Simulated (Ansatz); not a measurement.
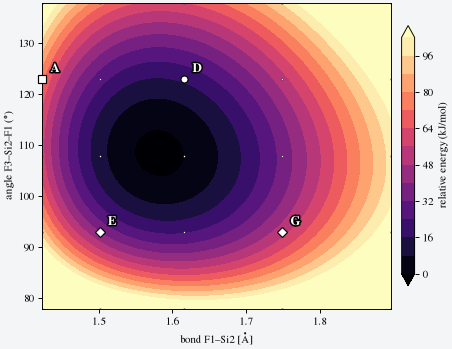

F3Si, SMILES F[Si](F)F, spin multiplicity 2. 
- Two internal coordinates are moved rigidly from the geometry relaxed at PBE0-D4/def2-TZVP, all others fixed.
- First axis: bond F1–Si2. Second axis: angle F3–Si2–F1.
- The scan uses a 5 × 5 grid.
- Energies are in kJ/mol, from the lowest grid point.
- Method: Ansatz, UHF-CCSD(T), frozen core/def2-TZVPP.

Drawn: filled contours, dots at the grid points, one colour for all values above the top of the scale, lettered points. Between grid points the surface is interpolated.

Q: Is A the lowest point of the computed grid?

A: No. A lies 74 kJ/mol above the lowest grid point, which is at bond F1–Si2 = 1.616 Å, angle F3–Si2–F1 = 108°.

Q: Rank the lettered points by energy, lowest first.

A: D (17 kJ/mol), E (40 kJ/mol), G (52 kJ/mol), A (74 kJ/mol).
